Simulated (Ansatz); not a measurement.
# CH7FSi2 (SMILES F[SiH2]C[SiH3]): PBE-QIDH/6-31G(d) (spherical functions)

What is the electronic atomisation energy of CH7FSi2 at PBE-QIDH/6-31G* (spherical functions)? 

The calculation is run with Ansatz 0.2.0.

58 further runs of the same task are left out: 1 that didn't finish, 57 set aside as unsound or not needed.

## 1. The system as given

CH7FSi2: 11 atoms, total charge 0, spin state singlet. As SMILES, `F[SiH2]C[SiH3]`. Geometry: relaxed at PBE0-D4/def2-TZVP. This is one conformer, not always the lowest.

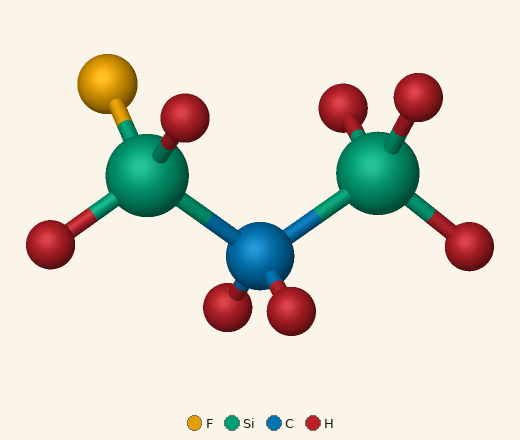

Viewed from a chosen angle; fluorine amber, silicon teal, carbon blue, hydrogen red.

## 2. The energy at PBE-QIDH/6-31G(d) (spherical functions)

run.yaml reads:

```yaml
crystal:
  periodic: [false, false, false]
  atoms:
    - {symbol: F, position_ang: [-1.629100, 1.667400, 0.202000]}
    - {symbol: Si, position_ang: [-0.069200, 1.498400, 0.534400]}
    - {symbol: C, position_ang: [0.349200, -0.305900, 0.605500]}
    - {symbol: Si, position_ang: [-0.157200, -1.306900, -0.899700]}
    - {symbol: H, position_ang: [0.694000, 2.172900, -0.545000]}
    - {symbol: H, position_ang: [0.175700, 2.177500, 1.831400]}
    - {symbol: H, position_ang: [1.437100, -0.385200, 0.722600]}
    - {symbol: H, position_ang: [-0.101300, -0.751100, 1.498900]}
    - {symbol: H, position_ang: [-1.636400, -1.388400, -0.995700]}
    - {symbol: H, position_ang: [0.369900, -0.665700, -2.134100]}
    - {symbol: H, position_ang: [0.392600, -2.686000, -0.812200]}
basis:
  gaussian:
    orbitals: 6-31G_st_-spherical.json
hamiltonian:
  xc: {name: PBE-QIDH}
correlation:
  frozen_orbitals: {C: 1, F: 1, H: 0, Si: 5}
accuracy: high
output:
  orbitals: {seedname: orbitals}
```

The basis set 6-31G* is read from a file made from the Basis Set Exchange's data (not shown).

Command:

```console
$ ansatz run run.yaml --threads 1 --pin off --max-ram 3480MiB --events-out events.jsonl --progress --plain --runs-dir runs
```

Log:

```text
Warning: RAYON_NUM_THREADS=1 ignored (pool sized by the plan → 1); use --threads N
Functional definition: PBE-QIDH
  name "PBE-QIDH"
  parameter a = 3^(-1/3)
  parameter c = 1/3
  exchange = (1 - a)*pbe_x + a*exact_x
  correlation = (1 - c)*pbe_c + c*(mp2_os + mp2_ss)
1847 factors; integrals over basis functions are off by at most 3.6e-9 eV
mean field evaluation 1: about -19598.8741 eV, gradient 3.3e1 eV
mean field evaluation 2: about -19598.9561 eV, gradient 3.3e1 eV
mean field evaluation 4: about -19601.2178 eV, gradient 2.1e0 eV
mean field evaluation 8: about -19601.2308 eV, gradient 1.5e-2 eV
mean field evaluation 16: about -19601.2308 eV, gradient 4.3e-6 eV
mean field -19601.23076006 eV, -720.3319442408 hartree, gradient 5.5e-8 eV, S^2 0.000000; 0 other end points of the search recorded, 0 dependent functions left out
12 core orbitals not correlated: weight in the atoms' cores, before any rotation towards them, 1.000 or more for the frozen orbitals, at most 0.000 for the correlated occupied ones
reference -19601.23076126 eV, -720.3319442849 hartree; 13, 13 occupied and 53, 53 virtual orbitals, 1847 factors
second order -14.18894369 eV of doubles, -0.00000000 eV of singles
Total energy: -19605.96040916 eV, -720.5057556393 hartree
```

It took 13 s on 1 thread of Arm Neoverse V1, shared host; peak memory 0.27 GiB.

## 3. The C atom at the same level

run.yaml reads:

```yaml
crystal:
  periodic: [false, false, false]
  atoms:
    - symbol: C
      position_ang: [0.000000, 0.000000, 0.000000]
basis:
  gaussian: {orbitals: 6-31G_st_-spherical.json}
magnetization: {spin_polarized: true, initial_magnetization: 2}
hamiltonian: {xc: {name: PBE-QIDH}}
correlation: {frozen_orbitals: {C: 1}}
accuracy: high
```

The basis set 6-31G* is read from a file made from the Basis Set Exchange's data (not shown).

Run the same way, it converges to -37.78314 Eh (log not shown).

## 4. The F atom

job.yaml reads:

```yaml
crystal:
  periodic: [false, false, false]
  atoms:
    - symbol: F
      position_ang: [0.000000, 0.000000, 0.000000]
basis:
  gaussian:
    orbitals: 6-31G_st_-spherical.json
total_charge: 0
magnetization:
  spin_polarized: true
  initial_magnetization: 1
hamiltonian:
  xc: {name: PBE-QIDH}
correlation:
  frozen_orbitals: {F: 1}
accuracy: high
```

The basis set 6-31G* is read from a file made from the Basis Set Exchange's data (not shown).

Run the same way, it converges to -99.59009 Eh (log not shown).

## 5. The H atom at the same level

input.yaml reads:

```yaml
crystal:
  periodic: [false, false, false]
  atoms:
    - {symbol: H, position_ang: [0.000000, 0.000000, 0.000000]}
basis:
  gaussian:
    orbitals: "6-31G*"
correlation:
  frozen_orbitals: {H: 0}
magnetization:
  spin_polarized: true
  initial_magnetization: 1
hamiltonian:
  xc: {name: PBE-QIDH}
accuracy: high
```

Run the same way, it converges to -0.50012 Eh (log not shown).

## 6. The Si atom, same level

molecule.yaml reads:

```yaml
crystal:
  periodic: [false, false, false]
  atoms:
    - {symbol: Si, position_ang: [0.000000, 0.000000, 0.000000]}
basis:
  gaussian: {orbitals: 6-31G_st_-spherical.json}
magnetization: {spin_polarized: true, initial_magnetization: 2}
hamiltonian: {xc: {name: PBE-QIDH}}
correlation: {frozen_orbitals: {Si: 5}}
accuracy: high
```

The basis set 6-31G* is read from a file made from the Basis Set Exchange's data (not shown).

Run the same way, it converges to -289.13362 Eh (log not shown).

## 7. What came out

At PBE-QIDH/6-31G* (spherical functions), 12 core orbitals frozen:

```
                                     quantity          value
                       molecule: total energy  -720.50576 Eh
  molecule: HOMO energy (SCF part's orbitals)      -10.90 eV
  molecule: LUMO energy (SCF part's orbitals)        2.41 eV
molecule: HOMO–LUMO gap (SCF part's orbitals)       13.31 eV
                         C atom: total energy   -37.78314 Eh
                                 C atom: ⟨S²⟩          2.003
                         F atom: total energy   -99.59009 Eh
                                 F atom: ⟨S²⟩          0.752
                         H atom: total energy    -0.50012 Eh
                                 H atom: ⟨S²⟩          0.750
                        Si atom: total energy  -289.13362 Eh
                                Si atom: ⟨S²⟩          2.004
                electronic atomisation energy      37.129 eV
```

**Reading.** Taking the molecule apart into free atoms costs 37.13 eV (3582 kJ/mol), before zero-point energy and without spin-orbit coupling.
